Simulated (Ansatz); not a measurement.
FH3Sn···HCl···HF

```tsv
atom	x (Å)	y (Å)	z (Å)
Sn	-1.5152	-0.8115	-0.1618
Cl	2.0423	-1.1001	0.8487
H	-0.8026	-2.1460	-0.9812
H	-1.3888	-0.8163	1.5539
H	-3.1121	-0.4470	-0.7170
H	1.1745	2.0730	-0.3781
F	-0.5278	0.7869	-0.7645
H	2.1501	0.1858	0.5851
F	1.9795	2.2753	0.0148
```

Core potentials replace the inner electrons of Sn; not at a stationary point (largest force 1.5 eV/Å).

The calculation used RKS revPBE-D4/def2-SVP (Ansatz 0.2.0).

**Predict the electron density and electron localisation function between the atoms.**

Sn–F (1.97 Å): the density is about 0.66 e/Å³ at the midpoint; the ELF peaks at about 0.80 in the valence shell of F, 0.5 Å from its nucleus, and drops to about 0.10 between the two atoms.
Sn–H (1.73 Å): the density is about 1.1 e/Å³ at the midpoint; the ELF climbs to about 1 towards the hydrogen.

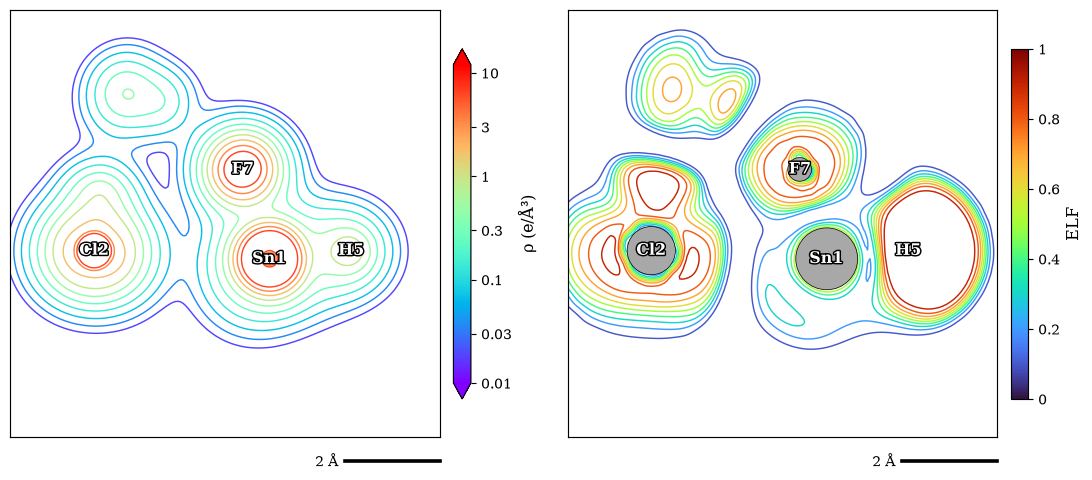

Computed electron density and electron localisation function on the plane of atoms H5, Sn1 and F7, in this order. Grey discs cover the atomic cores in the ELF map. 
